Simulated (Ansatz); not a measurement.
# AlH₂O (quartet): RPA-PBE over vertical spin and charge gaps, cc-pVTZ

Aim: run AlH₂O (quartet) with these functionals over vertical spin and charge gaps, and hold them against the top wave-function level at the same points.

The runs use Ansatz 0.2.0, Gaussian basis; cc-pVTZ, all electrons in the functionals, frozen cores in the correlation of double hybrids and RPA.

Plan: RPA-PBE, at charge 0, quartet; charge 0, doublet; charge 0, sextet; charge 1, triplet; charge 1, quintet.

15 further runs of the same task are left out: 10 for a known fault of the program, 5 set aside as unsound or not needed.

### Step 1. What is computed

The geometry is a PBE0/def2-TZVP stationary point (not a proven minimum).

4 atoms, charge 0, spin multiplicity 4.

Atoms are counted from 1 here; the program's logs count them from 0.

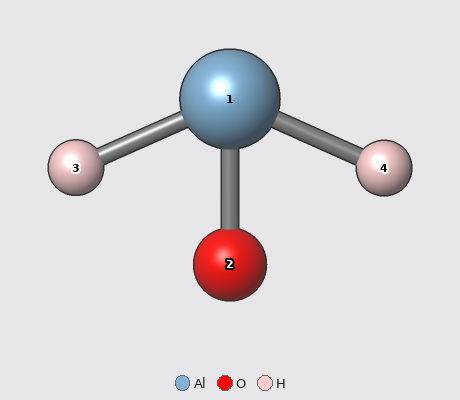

The structure; aluminium light blue, oxygen red, hydrogen pink; atoms are numbered from 1 in the order of the file.

No dispersion term is added.

The geometry shown and the zero of energy belong to the point charge 0, quartet. The yardstick, UCCSDT(Q), and other wave-function levels (R restricted, U unrestricted, valence and pair active spaces) come from earlier runs.

### Step 2. RPA-PBE, charge 0, quartet

The input, in.yaml:

```yaml
crystal:
  periodic: [false, false, false]
  atoms:
    - {symbol: Al, position_ang: [0.000000, 0.000000, 0.653528]}
    - {symbol: O, position_ang: [0.000000, 0.000000, -1.093006]}
    - {symbol: H, position_ang: [0.000000, -1.622098, -0.072304]}
    - {symbol: H, position_ang: [0.000000, 1.622098, -0.072304]}
basis:
  gaussian: {orbitals: cc-pVTZ}
magnetization: {spin_polarized: true, initial_magnetization: 3}
hamiltonian: {xc: {name: PBE}}
correlation: {method: rpa, electrons: outside_noble_gas}
```

Launch:

```
> ansatz run in.yaml --threads 2 --pin off --events-out ev --progress --plain --max-ram 15360MiB --backend cuda --devices 0, --max-vram 18GiB
```

Output:

```text
Functional definition: PBE
  name "PBE"
  cite "Perdew, Burke & Ernzerhof, Phys. Rev. Lett. 77, 3865 (1996) doi:10.1103/PhysRevLett.77.3865"
  parent pbe
  parameter kappa = 0.804
  parameter beta = 0.06672455060314922
  exchange = pbe_x(kappa = kappa, mu = beta*pi^2/3)
  correlation = pbe_c(beta = beta)
545 factors; integrals over basis functions are off by at most 1.3e-3 eV
mean field evaluation 1: about -8659.1206 eV, gradient 4.2e1 eV
mean field evaluation 2: about -8659.1151 eV, gradient 4.2e1 eV
mean field evaluation 4: about -8662.0158 eV, gradient 2.6e1 eV
mean field evaluation 8: about -8666.0844 eV, gradient 1.2e-1 eV
mean field evaluation 16: about -8666.0837 eV, gradient 3.1e-4 eV
mean field evaluation 32: about -8665.0687 eV, gradient 1.5e0 eV
mean field evaluation 64: about -8606.0767 eV, gradient 5.0e1 eV
mean field -8666.08372484 eV, -318.4727028052 hartree, gradient 2.8e-6 eV, S^2 3.760531; 5 other end points of the search recorded, 0 dependent functions left out
6 core orbitals not correlated: weight in the atoms' cores, before any rotation towards them, 1.000 or more for the frozen orbitals, at most 0.000 for the correlated occupied ones
reference -8646.26869185 eV, -317.7445137742 hartree; 7, 4 occupied and 79, 82 virtual orbitals, 545 factors
Total energy: -8660.83982281 eV, -318.2799929601 hartree
```

Wall time 2.8 s (1 × H100 (card shared with other runs) with 2 threads of AMD EPYC 7R13, shared host); peak host memory 0.86 GiB.

From the report: ⟨S²⟩ of the determinant 3.761 (pure quartet: 3.75).

### Step 3. RPA-PBE, charge 0, doublet

Changes to in.yaml since step 2:

```diff
@@ -9,3 +9,3 @@
   gaussian: {orbitals: cc-pVTZ}
-magnetization: {spin_polarized: true, initial_magnetization: 3}
+magnetization: {spin_polarized: true, initial_magnetization: 1}
 hamiltonian: {xc: {name: PBE}}
```

The command is unchanged.

Output, cut to the lines that bear on the results:

```text
Functional definition: PBE
  name "PBE"
  cite "Perdew, Burke & Ernzerhof, Phys. Rev. Lett. 77, 3865 (1996) doi:10.1103/PhysRevLett.77.3865"
  parent pbe
[...]
545 factors; integrals over basis functions are off by at most 1.3e-3 eV
[...]
mean field -8667.41233972 eV, -318.5215285017 hartree, gradient 5.6e-6 eV, S^2 0.797879; 8 other end points of the search recorded, 0 dependent functions left out
6 core orbitals not correlated: weight in the atoms' cores, before any rotation towards them, 1.000 or more for the frozen orbitals, at most 0.000 for the correlated occupied ones
reference -8646.95809830 eV, -317.7698489939 hartree; 6, 5 occupied and 80, 81 virtual orbitals, 545 factors
Total energy: -8662.13233808 eV, -318.3274920204 hartree
```

It took 3.2 s on 1 × H100 (card shared with other runs) with 2 threads of AMD EPYC 7R13, shared host; peak host memory 0.87 GiB.

From the report: ⟨S²⟩ of the determinant 0.798 (pure doublet: 0.75).

From charge 0, quartet: -29.8 kcal/mol.

### Step 4. RPA-PBE, charge 0, sextet

Changes to in.yaml since step 3:

```diff
@@ -9,3 +9,3 @@
   gaussian: {orbitals: cc-pVTZ}
-magnetization: {spin_polarized: true, initial_magnetization: 1}
+magnetization: {spin_polarized: true, initial_magnetization: 5}
 hamiltonian: {xc: {name: PBE}}
```

Same command.

Output, cut to the lines that bear on the results:

```text
Functional definition: PBE
  name "PBE"
  cite "Perdew, Burke & Ernzerhof, Phys. Rev. Lett. 77, 3865 (1996) doi:10.1103/PhysRevLett.77.3865"
  parent pbe
[...]
545 factors; integrals over basis functions are off by at most 1.3e-3 eV
[...]
mean field -8661.40092217 eV, -318.3006129814 hartree, gradient 8.6e-6 eV, S^2 8.755973; 6 other end points of the search recorded, 0 dependent functions left out
6 core orbitals not correlated: weight in the atoms' cores, before any rotation towards them, 1.000 or more for the frozen orbitals, at most 0.000 for the correlated occupied ones
reference -8643.64877044 eV, -317.6482334380 hartree; 8, 3 occupied and 78, 83 virtual orbitals, 545 factors
Total energy: -8656.35431984 eV, -318.1151537664 hartree
```

Wall time 6.5 s (1 × H100 (card shared with other runs) with 2 threads of AMD EPYC 7R13, shared host); peak host memory 0.86 GiB.

From the report: ⟨S²⟩ of the determinant 8.756 (pure sextet: 8.75).

From charge 0, quartet: +103.4 kcal/mol.

### Step 5. RPA-PBE, charge 1, triplet

Changes to in.yaml since step 4:

```diff
@@ -9,3 +9,4 @@
   gaussian: {orbitals: cc-pVTZ}
-magnetization: {spin_polarized: true, initial_magnetization: 5}
+total_charge: 1
+magnetization: {spin_polarized: true, initial_magnetization: 2}
 hamiltonian: {xc: {name: PBE}}
```

Launched as before.

Output, cut to the lines that bear on the results:

```text
Functional definition: PBE
  name "PBE"
  cite "Perdew, Burke & Ernzerhof, Phys. Rev. Lett. 77, 3865 (1996) doi:10.1103/PhysRevLett.77.3865"
  parent pbe
[...]
545 factors; integrals over basis functions are off by at most 1.3e-3 eV
[...]
mean field -8657.92876663 eV, -318.1730136187 hartree, gradient 7.5e-7 eV, S^2 2.008838; 13 other end points of the search recorded, 0 dependent functions left out
6 core orbitals not correlated: weight in the atoms' cores, before any rotation towards them, 1.000 or more for the frozen orbitals, at most 0.000 for the correlated occupied ones
reference -8638.32818159 eV, -317.4527054042 hartree; 6, 4 occupied and 80, 82 virtual orbitals, 545 factors
Total energy: -8652.42720572 eV, -317.9708349845 hartree
```

Run time: 5 s. Hardware: 1 × H100 (card shared with other runs) with 2 threads of AMD EPYC 7R13, shared host; peak host memory 0.87 GiB.

From the report: ⟨S²⟩ of the determinant 2.009 (pure triplet: 2.00).

From charge 0, quartet: +194.0 kcal/mol.

### Step 6. RPA-PBE, charge 1, quintet

Changes to in.yaml since step 5:

```diff
@@ -10,3 +10,3 @@
 total_charge: 1
-magnetization: {spin_polarized: true, initial_magnetization: 2}
+magnetization: {spin_polarized: true, initial_magnetization: 4}
 hamiltonian: {xc: {name: PBE}}
```

Launched as before.

Output, cut to the lines that bear on the results:

```text
Functional definition: PBE
  name "PBE"
  cite "Perdew, Burke & Ernzerhof, Phys. Rev. Lett. 77, 3865 (1996) doi:10.1103/PhysRevLett.77.3865"
  parent pbe
[...]
545 factors; integrals over basis functions are off by at most 1.3e-3 eV
[...]
mean field -8655.12324044 eV, -318.0699124330 hartree, gradient 1.5e-6 eV, S^2 6.007406; 5 other end points of the search recorded, 0 dependent functions left out
6 core orbitals not correlated: weight in the atoms' cores, before any rotation towards them, 1.000 or more for the frozen orbitals, at most 0.000 for the correlated occupied ones
reference -8637.65599330 eV, -317.4280029403 hartree; 7, 3 occupied and 79, 83 virtual orbitals, 545 factors
Total energy: -8649.87982203 eV, -317.8772203605 hartree
```

It took 3 s on 1 × H100 (card shared with other runs) with 2 threads of AMD EPYC 7R13, shared host; peak host memory 0.88 GiB.

From the report: ⟨S²⟩ of the determinant 6.007 (pure quintet: 6.00).

From charge 0, quartet: +252.7 kcal/mol.

### Step 7. Against the wave-function levels

The yardstick is UCCSDT(Q), where the cluster series has nearly closed. It comes from earlier runs at the same points. Energies in kcal/mol, counted from charge 0, quartet; blanks weren't run or aren't comparable.

| level | quartet to doublet | quartet to sextet | ionisation to the triplet cation | ionisation to the quintet cation |
| --- | --- | --- | --- | --- |
| UCCSDT(Q) | -35.8 | 102.0 |  | 247.1 |
| RPA-PBE | -29.8 | 103.4 | 194.0 | 252.7 |

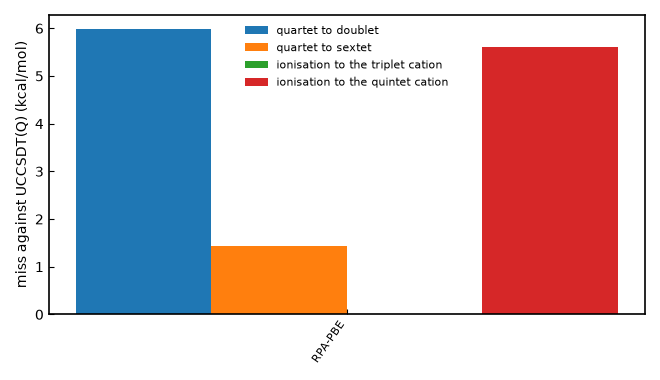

Misses of the gaps against UCCSDT(Q).

Largest miss and mean time a point (UCCSDT(Q) took 16 s a point; shared hosts):

| level | largest miss (kcal/mol) | where | time a point |
| --- | --- | --- | --- |
| RPA-PBE | +6.0 | quartet to doublet | 4.1 s |

### Step 8. Results

| quantity | value |
| --- | --- |
| quartet to doublet, UCCSDT(Q) | -35.8 kcal/mol |
| quartet to sextet, UCCSDT(Q) | 102.0 kcal/mol |
| ionisation to the quintet cation, UCCSDT(Q) | 247.1 kcal/mol |
| largest miss, RPA-PBE | +6.0 kcal/mol (quartet to doublet) |

Misses are known at 3 of 4 points at best, and only functionals with that many are ranked. RPA-PBE strays by up to 6.0 kcal/mol, at quartet to doublet. Functionals and the yardstick converge differently with the basis, so part of each miss in cc-pVTZ is the basis.
